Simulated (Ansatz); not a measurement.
**Geometry relaxation of CH5B**

The run: geometry relaxation of CH5B. Method and program: RKS PBE0-D4/def2-SVP (Ansatz 0.2.0).

It belongs to a series of runs on one base structure; here: end point A relaxed. Figures and captions count atoms from 1; the log counts them from 0 in places.

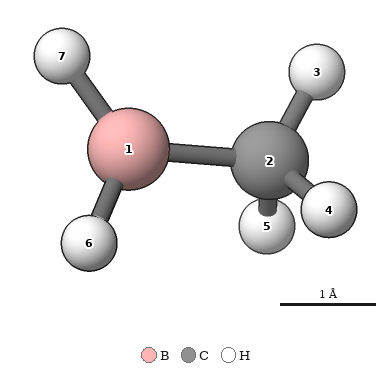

**Figure 1.** The input geometry (ball-and-stick view, seen at a tilt; atoms are numbered from 1 in the order of the input). Bond lengths as drawn: B–C 1.57 Å, B–H 1.19 to 1.21 Å and C–H 1.10 to 1.11 Å.

**Key numbers**

| quantity | value |
| --- | --- |
| outcome | converged |
| total energy | −1790.4292 eV |
| mean-field energy | −1790.3791 eV |
| largest force (length of the vector) at the end | 0.003 eV/Å |
| hardware | 1 thread of Arm Neoverse V1, 24 GiB of memory available, shared host |
| wall time | 10 s |
| peak memory | 0.1 GiB |

**Input**
```yaml
crystal:
  periodic: [false, false, false]
  atoms:
    - { symbol: B, position_ang: [0.40163, -0.005092, 0.033535] }
    - { symbol: C, position_ang: [0.788453, -0.038565, 1.556904] }
    - { symbol: H, position_ang: [-0.014454, -0.281222, 2.27553] }
    - { symbol: H, position_ang: [1.652842, -0.702322, 1.724458] }
    - { symbol: H, position_ang: [1.165033, 0.974518, 1.79978] }
    - { symbol: H, position_ang: [1.338725, 0.062773, -0.703153] }
    - { symbol: H, position_ang: [-0.73373, -0.010091, -0.391754] }
basis:
  gaussian: { orbitals: def2-SVP }
hamiltonian:
  xc: pbe0
  dispersion: d4
relax:
  f_tol: 0.03
  max_steps: 50
output:
  orbitals: {}
```

Run as:
```bash
ansatz run input.yaml --threads 1 --pin off --max-ram 2048MiB --backend cpu --events-out ev --progress --plain --runs-dir out
```

**What the program printed**
```
The last accepted step is kept in [file] (removed where the run ends without a failure and the disk answers)
Engine: ansatz 0.2.0, aarch64-unknown-linux-gnu
Functional definition: PBE0
  parameter a = 0.25
  parameter kappa = 0.804
  parameter beta = 0.06672455060314922
  exchange = (1 - a)*pbe_x(kappa = kappa, mu = beta*pi^2/3) + a*exact_x
  correlation = pbe_c(beta = beta)
601 factors; integrals over basis functions are off by at most 4.4e-4 eV
mean field evaluation 1: about -1786.7655 eV, gradient 3.8e1 eV
mean field evaluation 2: about -1786.3318 eV, gradient 3.9e1 eV
mean field evaluation 4: about -1790.3453 eV, gradient 5.1e-1 eV
mean field evaluation 8: about -1790.3444 eV, gradient 1.4e-3 eV
mean field -1790.34444521 eV, -65.7939448224 hartree, gradient 4.5e-5 eV, S^2 0.000000; 0 other end points of the search recorded, 0 dependent functions left out
the calculation of the forces begins
reference -1790.34446760 eV, -65.7939456453 hartree; 8, 8 occupied and 45, 45 virtual orbitals, 601 factors
relax step   1: F+E_penalty+E_count = -1790.39453981 eV  Δ(F+E_penalty+E_count) = +0.000e0 eV  max|allowed force component| = 7.937e-1 eV/Å  Δτ_max = 0.0000 Å  (20 SCF iters, accepted)
these checks for a lower state are left out or cut short: starts, cluster_reference, orbital_swaps, neighbouring_geometries, increment
601 factors; integrals over basis functions are off by at most 4.5e-4 eV
mean field evaluation 16: about -1790.3706 eV, gradient 1.8e-5 eV
mean field -1790.37064649 eV, -65.7949077018 hartree, gradient 2.5e-5 eV, S^2 0.000000; 0 other end points of the search recorded, 0 dependent functions left out
the calculation of the forces begins
reference -1790.37066908 eV, -65.7949085317 hartree; 8, 8 occupied and 45, 45 virtual orbitals, 601 factors
relax step   2: F+E_penalty+E_count = -1790.42073021 eV  Δ(F+E_penalty+E_count) = -2.619e-2 eV  max|allowed force component| = 2.827e-1 eV/Å  Δτ_max = 0.0642 Å  (21 SCF iters, accepted)
these checks for a lower state are left out or cut short: starts, cluster_reference, orbital_swaps, neighbouring_geometries, increment
601 factors; integrals over basis functions are off by at most 4.5e-4 eV
mean field -1790.37330409 eV, -65.7950053667 hartree, gradient 2.0e-5 eV, S^2 0.000000; 0 other end points of the search recorded, 0 dependent functions left out
the calculation of the forces begins
reference -1790.37332671 eV, -65.7950061981 hartree; 8, 8 occupied and 45, 45 virtual orbitals, 601 factors
relax step   3: F+E_penalty+E_count = -1790.42340253 eV  Δ(F+E_penalty+E_count) = -2.672e-3 eV  max|allowed force component| = 3.711e-2 eV/Å  Δτ_max = 0.0194 Å  (22 SCF iters, accepted)
these checks for a lower state are left out or cut short: starts, cluster_reference, orbital_swaps, neighbouring_geometries, increment
601 factors; integrals over basis functions are off by at most 4.5e-4 eV
mean field -1790.37733601 eV, -65.7951535371 hartree, gradient 8.0e-6 eV, S^2 0.000000; 0 other end points of the search recorded, 0 dependent functions left out
the calculation of the forces begins
reference -1790.37735859 eV, -65.7951543669 hartree; 8, 8 occupied and 45, 45 virtual orbitals, 601 factors
relax step   4: F+E_penalty+E_count = -1790.42744508 eV  Δ(F+E_penalty+E_count) = -4.043e-3 eV  max|allowed force component| = 5.315e-2 eV/Å  Δτ_max = 0.1103 Å  (24 SCF iters, accepted)
these checks for a lower state are left out or cut short: starts, cluster_reference, orbital_swaps, neighbouring_geometries, increment
601 factors; integrals over basis functions are off by at most 4.4e-4 eV
mean field evaluation 32: about -1790.3499 eV, gradient 2.5e-1 eV
mean field -1790.35041390 eV, -65.7941641678 hartree, gradient 1.3e-5 eV, S^2 0.000000; 0 other end points of the search recorded, 0 dependent functions left out
the calculation of the forces begins
reference -1790.35043646 eV, -65.7941649968 hartree; 8, 8 occupied and 45, 45 virtual orbitals, 601 factors
relax step   5: F+E_penalty+E_count = -1790.40056901 eV  Δ(F+E_penalty+E_count) = +2.688e-2 eV  max|allowed force component| = 6.705e-1 eV/Å  Δτ_max = 0.1980 Å  (24 SCF iters, rejected (line search))
these checks for a lower state are left out or cut short: starts, cluster_reference, orbital_swaps, neighbouring_geometries, increment
601 factors; integrals over basis functions are off by at most 4.4e-4 eV
mean field -1790.37870123 eV, -65.7952037079 hartree, gradient 3.4e-5 eV, S^2 0.000000; 0 other end points of the search recorded, 0 dependent functions left out
the calculation of the forces begins
reference -1790.37872380 eV, -65.7952045373 hartree; 8, 8 occupied and 45, 45 virtual orbitals, 601 factors
relax step   6: F+E_penalty+E_count = -1790.42882108 eV  Δ(F+E_penalty+E_count) = -1.376e-3 eV  max|allowed force component| = 2.271e-2 eV/Å  Δτ_max = 0.0500 Å  (21 SCF iters, accepted)
these checks for a lower state are left out or cut short: starts, cluster_reference, orbital_swaps, neighbouring_geometries, increment
601 factors; integrals over basis functions are off by at most 4.3e-4 eV
mean field -1790.37873289 eV, -65.7952048713 hartree, gradient 2.8e-5 eV, S^2 0.000000; 0 other end points of the search recorded, 0 dependent functions left out
the calculation of the forces begins
reference -1790.37875546 eV, -65.7952057007 hartree; 8, 8 occupied and 45, 45 virtual orbitals, 601 factors
relax step   7: F+E_penalty+E_count = -1790.42885960 eV  Δ(F+E_penalty+E_count) = -3.852e-5 eV  max|allowed force component| = 5.710e-2 eV/Å  Δτ_max = 0.0424 Å  (21 SCF iters, accepted)
these checks for a lower state are left out or cut short: starts, cluster_reference, orbital_swaps, neighbouring_geometries, increment
601 factors; integrals over basis functions are off by at most 4.3e-4 eV
mean field -1790.37905244 eV, -65.7952166147 hartree, gradient 1.2e-5 eV, S^2 0.000000; 0 other end points of the search recorded, 0 dependent functions left out
the calculation of the forces begins
reference -1790.37907501 eV, -65.7952174440 hartree; 8, 8 occupied and 45, 45 virtual orbitals, 601 factors
relax step   8: F+E_penalty+E_count = -1790.42917080 eV  Δ(F+E_penalty+E_count) = -3.112e-4 eV  max|allowed force component| = 2.317e-3 eV/Å  Δτ_max = 0.0086 Å  (20 SCF iters, accepted)
601 factors; integrals over basis functions are off by at most 4.3e-4 eV
mean field evaluation 64: about -1790.3791 eV, gradient 2.7e-4 eV
```

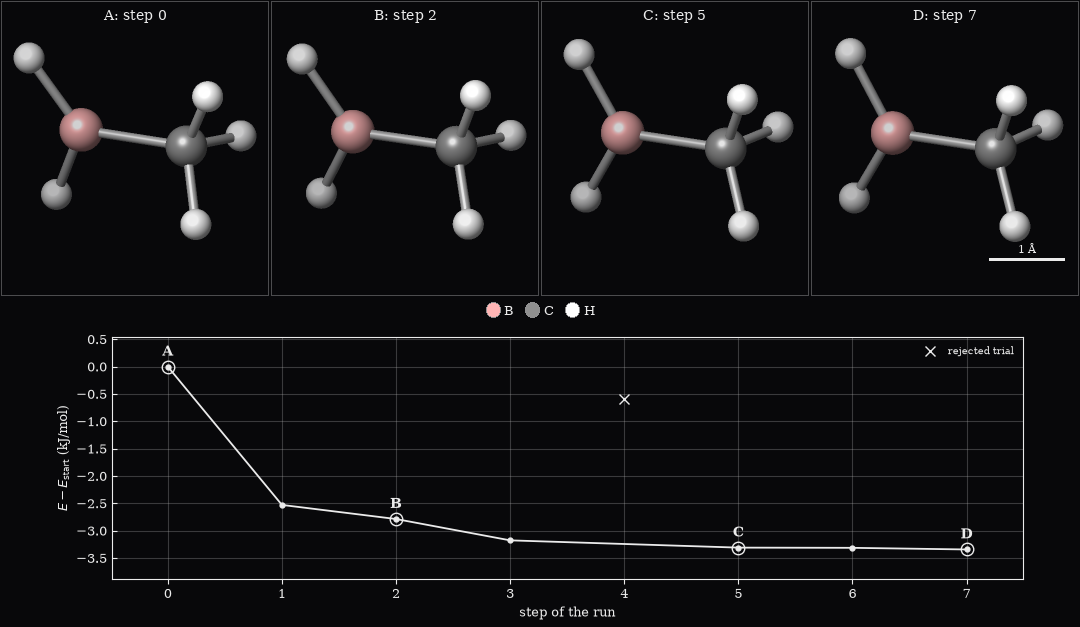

**Figure 2.** Frames of the relaxation (ball-and-stick view, seen at a tilt) above the curves, on which the letters mark them (the first geometry is step 0 here and step 1 in the log).

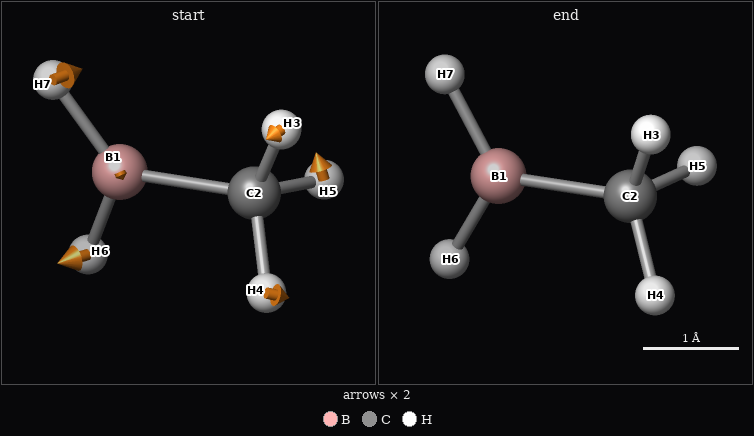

**Figure 3.** Before (left) and after (right) the relaxation, at one scale (ball-and-stick view, seen at a tilt). The orange arrows give the displacements, magnified 2 times. The atom that moves furthest after the best rigid fit is H7 (0.21 Å). Largest moves by element: H 0.21 Å, B 0.05 Å, C 0.04 Å. Distances before and after: B1–C2 1.572 → 1.553 Å, B1–H6 1.194 → 1.212 Å, C2–H3 1.105 → 1.100 Å, C2–H5 1.108 → 1.113 Å. Among the angles that change: C2–B1–H6 114.0° → 121.0°, B1–C2–H4 110.7° → 115.4°, C2–B1–H7 124.8° → 121.0°. After 7 geometry steps the energy has fallen by 3.34 kJ/mol. The largest force component goes from 0.79 to 0.0023 eV/Å. The line search rejected the trial step at point 4 (counted from 0) and went back. (Atoms are counted from 1 in the order of the input.)

```
mean field -1790.37905244 eV, -65.7952166147 hartree, gradient 1.2e-5 eV, S^2 0.000000; 1 other end points of the search recorded, 0 dependent functions left out
the calculation of the forces begins
reference -1790.37907501 eV, -65.7952174440 hartree; 8, 8 occupied and 45, 45 virtual orbitals, 601 factors
Total energy: -1790.42919337 eV, -65.7970592597 hartree
Atom 0 at     0.445215    -0.014220     0.045857 Å, force     0.000171    -0.000072     0.001531 eV/Å
Atom 1 at     0.807971    -0.074128     1.554680 Å, force     0.000465     0.002317    -0.001023 eV/Å
Atom 2 at    -0.009141    -0.380779     2.223565 Å, force     0.000569    -0.000067    -0.000794 eV/Å
Atom 3 at     1.732573    -0.618387     1.795446 Å, force    -0.000814     0.000137     0.000099 eV/Å
Atom 4 at     1.012481     0.992770     1.795278 Å, force     0.000182    -0.001641     0.000889 eV/Å
Atom 5 at     1.304057    -0.090106    -0.805629 Å, force     0.000061    -0.000289    -0.000206 eV/Å
Atom 6 at    -0.694659     0.184849    -0.313897 Å, force    -0.000634    -0.000385    -0.000496 eV/Å
Dipole moment:     0.041751     0.024912     0.156210 e Å
```

**Trajectory as extended XYZ (Å, eV, eV/Å), 8 frames, from step=1 to step=8**
```
7
Properties=species:S:1:pos:R:3:forces:R:3 step=1 energy=-1790.39454
B     0.4016   -0.0051    0.0335    0.0848  -0.0066   0.7937
C     0.7885   -0.0386    1.5569   -0.4502  -0.1374  -0.1436
H    -0.0145   -0.2812    2.2755    0.1204   0.0578  -0.1272
H     1.6528   -0.7023    1.7245    0.0056   0.0054   0.0202
H     1.1650    0.9745    1.7998    0.0058   0.0386  -0.0215
H     1.3387    0.0628   -0.7032    0.1536   0.0398  -0.5508
H    -0.7337   -0.0101   -0.3918    0.0799   0.0024   0.0293
7
Properties=species:S:1:pos:R:3:forces:R:3 step=2 energy=-1790.42073
B     0.4259   -0.0065    0.0415    0.0254   0.0173   0.2827
C     0.7849   -0.0436    1.5623   -0.0528  -0.0661  -0.1499
H    -0.0284   -0.2761    2.2663    0.0222   0.0110  -0.0904
H     1.6463   -0.7067    1.7490    0.0057   0.0191   0.0458
H     1.1601    0.9716    1.8027    0.0114   0.0201   0.0018
H     1.3246    0.0744   -0.7647    0.0036  -0.0037  -0.0711
H    -0.7150   -0.0130   -0.3618   -0.0154   0.0023  -0.0188
7
Properties=species:S:1:pos:R:3:forces:R:3 step=3 energy=-1790.42340
B     0.4309   -0.0036    0.0480    0.0212  -0.0309  -0.0371
C     0.7891   -0.0460    1.5601    0.0352  -0.0279  -0.0002
H    -0.0343   -0.2800    2.2483   -0.0036   0.0023   0.0012
H     1.6514   -0.7035    1.7630   -0.0124   0.0185   0.0098
H     1.1568    0.9718    1.8044   -0.0111   0.0094   0.0031
H     1.3172    0.0691   -0.7777   -0.0189   0.0052   0.0184
H    -0.7127   -0.0077   -0.3508   -0.0104   0.0235   0.0049
7
Properties=species:S:1:pos:R:3:forces:R:3 step=4 energy=-1790.42745
B     0.4384   -0.0152    0.0449   -0.0123   0.0531   0.0499
C     0.7998   -0.0679    1.5558   -0.0106   0.0204   0.0208
H    -0.0217   -0.3320    2.2366    0.0049  -0.0192  -0.0077
H     1.6992   -0.6576    1.7884    0.0074  -0.0116  -0.0048
H     1.0783    0.9827    1.7928   -0.0152  -0.0105  -0.0299
H     1.3121   -0.0106   -0.7926    0.0269  -0.0261  -0.0294
H    -0.7077    0.1006   -0.3306   -0.0011  -0.0062   0.0011
7
Properties=species:S:1:pos:R:3:forces:R:3 step=5 energy=-1790.40057 accepted=F
B     0.4527   -0.0064    0.0400   -0.1964  -0.1906  -0.0808
C     0.8179   -0.1012    1.5495    0.2006   0.6705   0.1829
H     0.0046   -0.4383    2.2159    0.1146   0.0018  -0.0938
H     1.7871   -0.5688    1.8201   -0.3668   0.0792  -0.1436
H     0.9290    1.0050    1.7853   -0.0363  -0.5970  -0.0814
H     1.3043   -0.1856   -0.8191   -0.2329   0.1375   0.1161
H    -0.6971    0.2953   -0.2964    0.5173  -0.1014   0.1005
7
Properties=species:S:1:pos:R:3:forces:R:3 step=6 energy=-1790.42882
B     0.4427   -0.0129    0.0475   -0.0074  -0.0060  -0.0135
C     0.8045   -0.0714    1.5563   -0.0030  -0.0173  -0.0009
H    -0.0152   -0.3616    2.2292    0.0107   0.0096  -0.0006
H     1.7184   -0.6376    1.7908   -0.0039   0.0227   0.0057
H     1.0397    0.9908    1.7897    0.0010  -0.0139   0.0124
H     1.3091   -0.0562   -0.7985    0.0037  -0.0024  -0.0036
H    -0.7006    0.1489   -0.3197   -0.0011   0.0074   0.0005
7
Properties=species:S:1:pos:R:3:forces:R:3 step=7 energy=-1790.42886
B     0.4449   -0.0180    0.0479   -0.0008   0.0518  -0.0571
C     0.8078   -0.0767    1.5555    0.0212  -0.0049   0.0051
H    -0.0093   -0.3827    2.2247    0.0072   0.0095   0.0083
H     1.7344   -0.6185    1.7970   -0.0218   0.0167   0.0019
H     1.0099    0.9938    1.7872   -0.0057  -0.0335   0.0099
H     1.3056   -0.0881   -0.8044   -0.0263  -0.0155   0.0214
H    -0.6947    0.1902   -0.3126    0.0262  -0.0242   0.0105
7
Properties=species:S:1:pos:R:3:forces:R:3 step=8 energy=-1790.42917
B     0.4452   -0.0142    0.0459    0.0002  -0.0001   0.0015
C     0.8080   -0.0741    1.5547    0.0005   0.0023  -0.0010
H    -0.0091   -0.3808    2.2236    0.0006  -0.0001  -0.0008
H     1.7326   -0.6184    1.7954   -0.0008   0.0001   0.0001
H     1.0125    0.9928    1.7953    0.0002  -0.0016   0.0009
H     1.3041   -0.0901   -0.8056    0.0001  -0.0003  -0.0002
H    -0.6947    0.1848   -0.3139   -0.0006  -0.0004  -0.0005
```

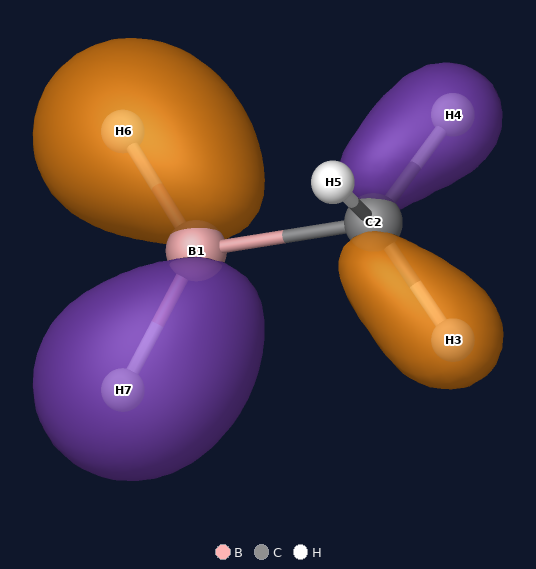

**Figure 4.** The HOMO at ±0.2 Å⁻³ᐟ² (orange and purple are the two phases), seen at a tilt. It lies mainly on B1 (35 %), H6 (25 %), H7 (25 %) and C2 (10 %). Its energy is −8.89 eV.

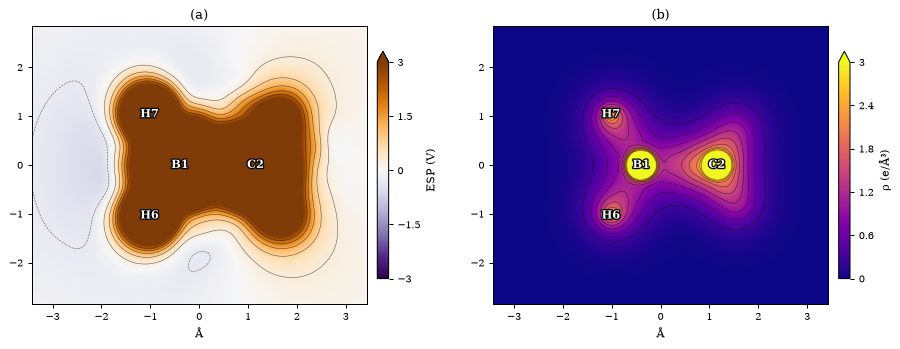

**Figure 5.** (a) electrostatic potential; (b) total electron density on the plane of atoms C2, B1 and H7.

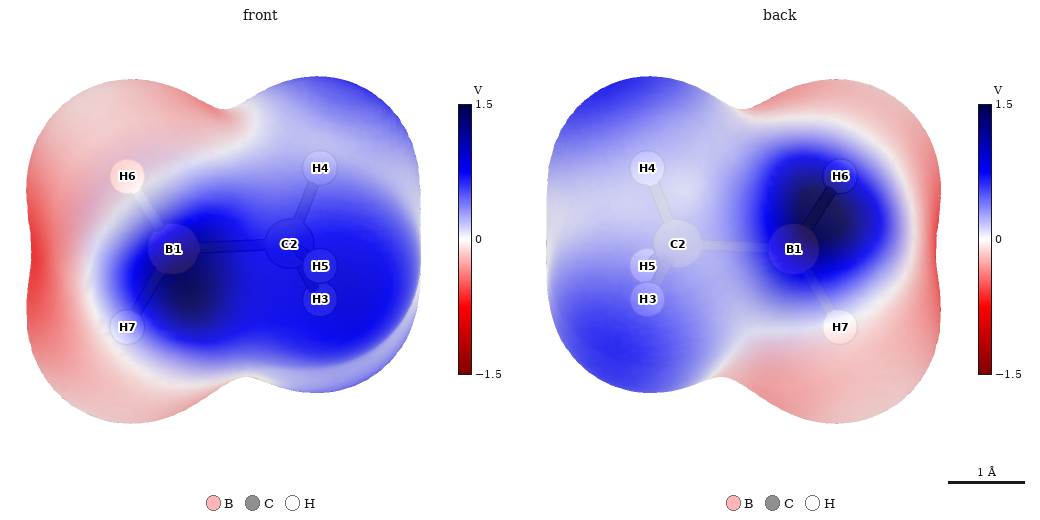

**Figure 6.** The molecular electrostatic potential painted on the density surface at 0.002 e/bohr³, seen at a tilt and from behind; the colour scale runs from red (negative) to blue (positive). A positive charge is drawn to the negative regions and a negative charge to the positive ones.
